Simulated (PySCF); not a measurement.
Vertical excitations of a molecule C5H7F from TDA-PBE/def2-SVPD (PySCF), as energy in eV (oscillator strength): 6.15 (0.000), 6.67 (0.006), 6.89 (0.042), 7.00 (0.002), 7.11 (0.016), 7.49 (0.000), 7.76 (0.012), 7.78 (0.005), 7.97 (0.099), 8.01 (0.036). Lowest triplet (TDA): 5.22 eV. Geometry: TPSSh-D3(BJ)/def2-SVP. One conformer was computed; it need not be the lowest.

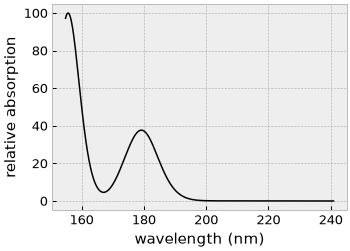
Figure. The lines broadened by 0.4 eV.

Question: Which molecule gave these data?
(A) C=C/C(C)=C\F
(B) C#CC(C)(C)F
(C) C=C[C@@H]1C[C@@H]1F
(D) C[C@@H]1C=C[C@@H]1F

Answer: B, C#CC(C)(C)F
